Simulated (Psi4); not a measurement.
BF3: frequency calculation

BF3, SMILES FB(F)F, computed with wB97X-D/6-31G*, RKS (Psi4 1.11).

The geometry was optimised with wB97X-D/6-31G*.

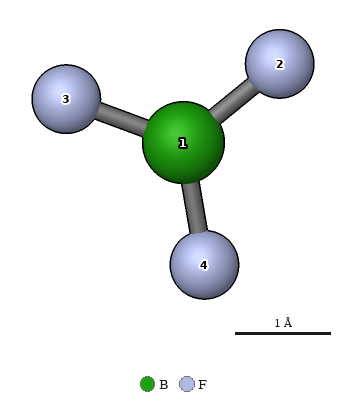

*The structure as given in the input (ball-and-stick view, seen at an oblique angle; atoms are numbered from 1 in the order of the input).*

Bond lengths as drawn: B–F 1.32 Å.

**Summary**

| quantity | value |
| --- | --- |
| outcome | converged |
| total energy | −324.464160 hartree |
| dispersion energy | −0.000235 hartree |
| basis functions | 60 |
| HOMO | −13.70 eV |
| LUMO | 3.36 eV |
| dipole moment | 0.00 D |
| hardware | 1 thread of Intel Xeon (Granite Rapids), 160 GiB of memory available, shared host |
| wall time | 52 s |
| peak memory | 0.67 GiB |

**Input (run_ase.py)**
```python
import numpy as np
from ase.calculators.psi4 import Psi4
from ase.io import read
from ase.vibrations import Vibrations

atoms = read('bf3.xyz')
calc = Psi4(atoms=atoms, method='wb97x-d', basis='6-31G*', memory='1600MB', num_threads=1, charge=0, multiplicity=1, label='calc')
atoms.calc = calc

vib = Vibrations(atoms, delta=0.01)
vib.run()
vib.summary()
```

**File bf3.xyz**
```
4
BF3
B      0.000021     0.000182     0.000000
F      1.315449    -0.028178     0.013619
F     -0.633570     1.153262    -0.017542
F     -0.681933    -1.125099     0.004007
```

Run as:
```bash
python run_ase.py
```

**The program's output**
```
gradient() will perform analytic gradient computation.

   => Loading Basis Set <=

    Name: 6-31G*
    Role: ORBITAL
    Keyword: BASIS

   => WB97X-D: Empirical Dispersion <=

    Chai and Head-Gordon Dispersion Correction

        s6 =       1.000000

         ---------------------------------------------------------
                                   SCF
                              RKS Reference
                        1 Threads,   1525 MiB Core
         ---------------------------------------------------------

  ==> Geometry <==

    Molecular point group: c1
    Full point group: C1

    Geometry (in Angstrom), charge = 0, multiplicity = 1:

       Center              X                  Y                   Z               Mass
    ------------   -----------------  -----------------  -----------------  -----------------
         B            0.000032686259     0.000156726420    -0.002817164389    11.009305360000
         F            1.315460686259    -0.028203273580     0.010801835611    18.998403162730
         F           -0.633558313741     1.153236726420    -0.020359164389    18.998403162730
         F           -0.681921313741    -1.125124273580     0.011189835611    18.998403162730

  Running in c1 symmetry.

  Rotational constants: A =      0.34176  B =      0.34156  C =      0.17083 [cm^-1]
  Rotational constants: A =  10245.73978  B =  10239.63326  C =   5121.35361 [MHz]
  Nuclear repulsion =  110.714239943541116

  Charge       = 0
  Multiplicity = 1
  Electrons    = 32
  Nalpha       = 16
  Nbeta        = 16

  ==> Algorithm <==

  SCF Algorithm Type is DF.
  DIIS enabled.
  MOM disabled.
  Fractional occupation disabled.
  Guess Type is SAD.
  Energy threshold   = 1.00e-08
  Density threshold  = 1.00e-08
  Integral threshold = 1.00e-12

  ==> Primary Basis <==

  Basis Set: 6-31G*
    Blend: 6-31G*
    Number of shells: 24
    Number of basis functions: 60
    Number of Cartesian functions: 60
    Spherical Harmonics?: false
    Max angular momentum: 2

  ==> DFT Potential <==

   => LibXC <=

    Version 7.1.2

   => Composite Functional: WB97X-D <=

    wB97X-D Hyb-GGA Exchange-Correlation Functional

    Deriv               =              1
    GGA                 =           TRUE
    Meta                =          FALSE

    Exchange Hybrid     =           TRUE
    MP2 Hybrid          =          FALSE

   => Exchange-Correlation Functionals <=

    1.0000   wB97X-D range-separated functional

   => Exact (HF) Exchange <=

    0.7780            HF,LR [omega = 0.2000]
    0.2220               HF

   => LibXC Density Thresholds  <==

    XC_HYB_GGA_XC_WB97X_D:  1.00E-14

   => Molecular Quadrature <=

    Radial Scheme          =       TREUTLER
    Pruning Scheme         =           NONE
    Nuclear Scheme         =       TREUTLER

    Blocking Scheme        =         OCTREE
    BS radius alpha        =              1
    Pruning alpha          =              1
    Radial Points          =             75
    Spherical Points       =            302
    Total Points           =          86735
    Total Blocks           =            723
    Max Points             =            256
    Max Functions          =             59
    Weights Tolerance      =       1.00E-15

   => Loading Basis Set <=

    Name: (6-31G* AUX)
    Role: JKFIT
    Keyword: DF_BASIS_SCF

  ==> Integral Setup <==

  DFHelper Memory: AOs need 0.028 GiB; user supplied 0.981 GiB.
  SCF_SUBTYPE=INCORE selected. In-core MEM_DF algorithm will be used.
  Using in-core AOs.

  ==> MemDFJK: Density-Fitted J/K Matrices <==

    J tasked:                   Yes
    K tasked:                   Yes
    wK tasked:                  Yes
    Omega:                2.000E-01
    Memory [MiB]:              1004
    Algorithm:                 Core
    Schwarz Cutoff:           1E-12
    Mask sparsity (%):       0.1667
    Fitting Condition:        1E-10

   => Auxiliary Basis Set <=

  Basis Set: (6-31G* AUX)
    Blend: CC-PVDZ-JKFIT
    Number of shells: 96
    Number of basis functions: 324
    Number of Cartesian functions: 324
    Spherical Harmonics?: false
    Max angular momentum: 3

  Cached 100.0% of DFT collocation blocks in 0.137 [GiB].

  Minimum eigenvalue in the overlap matrix is 4.6945865868E-03.
  Reciprocal condition number of the overlap matrix is 7.9975881763E-04.
    Using symmetric orthogonalization.

  ==> Pre-Iterations <==

  SCF Guess: Superposition of Atomic Densities via on-the-fly atomic UHF (no occupation information).

   -------------------------
    Irrep   Nso     Nmo
   -------------------------
     A         60      60
   -------------------------
    Total      60      60
   -------------------------

  ==> Iterations <==

                           Total Energy        Delta E     RMS |[F,P]|

   @DF-RKS iter SAD:  -323.80598470845615   -3.23806e+02   0.00000e+00
   @DF-RKS iter   1:  -324.38197191190483   -5.75987e-01   8.59684e-03 DIIS/ADIIS
   @DF-RKS iter   2:  -324.37915939833698    2.81251e-03   9.10548e-03 DIIS/ADIIS
   @DF-RKS iter   3:  -324.46412304594361   -8.49636e-02   1.19619e-04 DIIS/ADIIS
   @DF-RKS iter   4:  -324.46415200709623   -2.89612e-05   1.63527e-05 DIIS
   @DF-RKS iter   5:  -324.46415247593353   -4.68837e-07   2.89132e-06 DIIS
   @DF-RKS iter   6:  -324.46415248971147   -1.37779e-08   6.60122e-07 DIIS
   @DF-RKS iter   7:  -324.46415249062329   -9.11825e-10   1.93142e-07 DIIS
   @DF-RKS iter   8:  -324.46415249066013   -3.68345e-11   1.16662e-07 DIIS
   @DF-RKS iter   9:  -324.46415249067559   -1.54614e-11   7.64328e-09 DIIS
  Energy and wave function converged.

  ==> Post-Iterations <==

   Electrons on quadrature grid:
      Ntotal   =   31.9999862653 ; deviation = -1.373e-05

    Orbital Energies [Eh]
    ---------------------

    Doubly Occupied:

       1A    -24.858004     2A    -24.857967     3A    -24.857918
       4A     -7.017440     5A     -1.366636     6A     -1.327508
       7A     -1.327419     8A     -0.691127     9A     -0.651529
      10A     -0.651484    11A     -0.612272    12A     -0.544920
      13A     -0.544896    14A     -0.535012    15A     -0.534950
      16A     -0.503459

    Virtual:

      17A      0.123432    18A      0.180615    19A      0.345659
      20A      0.345780    21A      0.463294    22A      0.597819
      23A      0.598018    24A      0.624693    25A      1.151732
      26A      1.151743    27A      1.156717    28A      1.194554
      29A      1.194591    30A      1.359518    31A      1.359551
      32A      1.392421    33A      1.392567    34A      1.396068
      35A      1.476018    36A      1.480234    37A      1.678824
      38A      1.679190    39A      1.861095    40A      1.881675
      41A      1.881916    42A      1.884081    43A      1.884111
      44A      1.904657    45A      1.961599    46A      1.961909
      47A      2.024351    48A      2.101271    49A      2.216874
      50A      2.572920    51A      2.573300    52A      2.938064
      53A      2.938239    54A      3.161927    55A      3.161967
      56A      3.457237    57A      3.624228    58A      4.528550
      59A      4.552698    60A      4.553267

    Final Occupation by Irrep:
              A
    DOCC [    16 ]
    NA   [    16 ]
    NB   [    16 ]

  @DF-RKS Final Energy:  -324.46415249067559

   => Energetics <=

    Nuclear Repulsion Energy =            110.7142399435411164
    One-Electron Energy =                -671.3770154468932105
    Two-Electron Energy =                 261.3592701121589812
    DFT Exchange-Correlation Energy =     -25.1604119308543801
    Empirical Dispersion Energy =          -0.0002351686281028
    VV10 Nonlocal Energy =                  0.0000000000000000
    Total Energy =                       -324.4641524906755876

Computation Completed

Properties will be evaluated at   0.000000,   0.000000,   0.000000 [a0]

Properties computed using the SCF density matrix

 Multipole Moments:

 ------------------------------------------------------------------------------------
     Multipole            Electronic (a.u.)      Nuclear  (a.u.)        Total (a.u.)
 ------------------------------------------------------------------------------------

 L = 1.  Multiply by 2.5417464519 to convert [e a0] to [Debye]
 Dipole X            :          0.0001255           -0.0000133            0.0001122
 Dipole Y            :          0.0005599           -0.0000638            0.0004961
 Dipole Z            :         -0.0072171            0.0011466           -0.0060706
 Magnitude           :                                                    0.0060918

 ------------------------------------------------------------------------------------

	total time  =          2 seconds =       0.03 minutes

         ------------------------------------------------------------
                                   SCF GRAD
         ------------------------------------------------------------

  ==> Geometry <==

    Molecular point group: c1
    Full point group: C1

    Geometry (in Angstrom), charge = 0, multiplicity = 1:

       Center              X                  Y                   Z               Mass
    ------------   -----------------  -----------------  -----------------  -----------------
         B            0.000032686259     0.000156726420    -0.002817164389    11.009305360000
         F            1.315460686259    -0.028203273580     0.010801835611    18.998403162730
         F           -0.633558313741     1.153236726420    -0.020359164389    18.998403162730
         F           -0.681921313741    -1.125124273580     0.011189835611    18.998403162730

  Nuclear repulsion =  110.714239943541116

  ==> Basis Set <==

  Basis Set: 6-31G*
    Blend: 6-31G*
    Number of shells: 24
    Number of basis functions: 60
    Number of Cartesian functions: 60
    Spherical Harmonics?: false
    Max angular momentum: 2

  ==> DFJKGrad: Density-Fitted SCF Gradients <==

    Gradient:                    1
    J tasked:                  Yes
    K tasked:                  Yes
    wK tasked:                 Yes
    Omega:               2.000E-01
    Integrals threads:           1
    Memory [MiB]:             1144
    Schwarz Cutoff:          1E-12
    Fitting Condition:       1E-10

   => Auxiliary Basis Set <=

  Basis Set: (6-31G* AUX)
    Blend: CC-PVDZ-JKFIT
    Number of shells: 96
    Number of basis functions: 324
    Number of Cartesian functions: 324
    Spherical Harmonics?: false
    Max angular momentum: 3

  ==> DFT Potential <==

   => LibXC <=

    Version 7.1.2

   => Composite Functional: WB97X-D <=

    wB97X-D Hyb-GGA Exchange-Correlation Functional

    Deriv               =              1
    GGA                 =           TRUE
    Meta                =          FALSE

    Exchange Hybrid     =           TRUE
    MP2 Hybrid          =          FALSE

   => Exchange-Correlation Functionals <=

    1.0000   wB97X-D range-separated functional

   => Exact (HF) Exchange <=

    0.7780            HF,LR [omega = 0.2000]
    0.2220               HF

   => LibXC Density Thresholds  <==

    XC_HYB_GGA_XC_WB97X_D:  1.00E-14

   => Molecular Quadrature <=

    Radial Scheme          =       TREUTLER
    Pruning Scheme         =           NONE
    Nuclear Scheme         =       TREUTLER

    Blocking Scheme        =         OCTREE
    BS radius alpha        =              1
    Pruning alpha          =              1
    Radial Points          =             75
    Spherical Points       =            302
    Total Points           =          86735
    Total Blocks           =            723
    Max Points             =            256
    Max Functions          =             59
    Weights Tolerance      =       1.00E-15

  -Total Gradient:
     Atom            X                  Y                   Z
    ------   -----------------  -----------------  -----------------
       1        0.000112834622     0.000102170466    -0.001048079312
       2       -0.000155175485    -0.000146854147     0.000331841999
       3       -0.000195712767     0.000092367830     0.000354711619
       4       -0.000001737575    -0.000233579975     0.000360602804

	total time  =          0 seconds =       0.00 minutes
```

**Standard output**
```
Memory set to   1.490 GiB by Python driver.
  Threads set to 1 by Python driver.

  Memory set to   1.490 GiB by Python driver.
  Threads set to 1 by Python driver.
---------------------
  #    meV     cm^-1
---------------------
  0   12.8i    102.9i
  1    7.4i     59.9i
  2    2.1i     16.8i
  3    5.4      43.5
  4    8.2      66.5
  5   11.5      93.0
  6   59.4     478.9
  7   59.5     479.6
  8   85.9     692.5
  9  110.4     890.3
 10  186.2    1502.0
 11  186.4    1503.3
---------------------
Zero-point energy: 0.356 eV
```

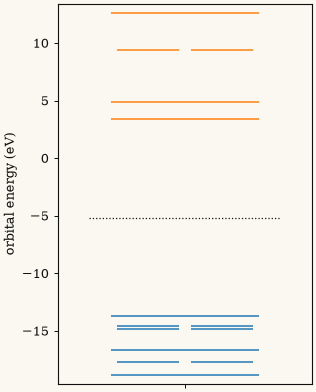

*Orbital energies near the frontier; the dotted line parts filled from empty levels, and levels within 0.02 eV of each other stand side by side.*

Highest filled −13.70 eV, lowest empty 3.36 eV, 17.06 eV apart.
